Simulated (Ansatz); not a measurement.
The reference is ZrO2 (space group P4_2/nmc, No. 137; a = 3.621 Å, c = 5.283 Å).

It is then changed as follows: a negative pressure, −2 GPa.

All numbers come from PBE (Ansatz, a program for electronic structure; PAW; 420 eV plane waves; no spin-orbit coupling).

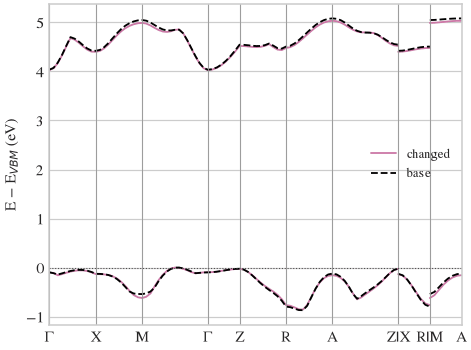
*Highest valence and lowest conduction band along the path, each from its own valence-band maximum*

The gap is 4.03 eV, indirect, M–Γ (50 % along) → Γ; the base has 4.04 eV.

Load acts through the strain it causes; cell and atoms are relaxed under it. Whether these cells are dynamically stable was not tested. This is not the structure that ZrO2 has at room temperature and ambient pressure.
